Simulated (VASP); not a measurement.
Band structure of Cu$_{2}$O (cuprite). Calculation: PBEsol GGA, VASP's PBE PAW potentials (set 64) (plane waves; VASP).

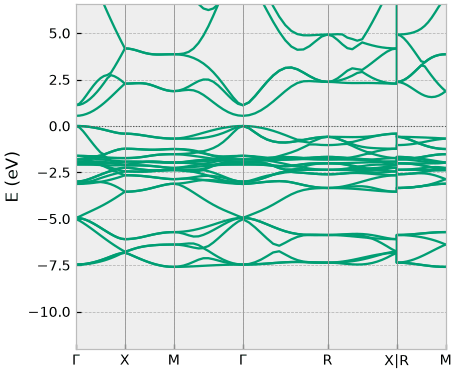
*Bands along high-symmetry lines, zero at the valence-band maximum or, without a gap, the Fermi level*

### Question
Read the plot: is there a gap, and where are the band edges?

### Answer
The gap is direct, 0.55 eV, from the valence maximum at Γ to the conduction minimum at Γ. (Edges off the drawn lines would not show.)

Measured: gap 2.20 eV (computed value off by -1.65 eV), as given by Wei Chen et al., Physical Review Materials (2018), doi:10.1103/physrevmaterials.2.073803 [zero-point renormalisation of 0.03 eV added back (the table's ZPR column)].

The compound is Cu2O in the cuprite structure. It was relaxed first.
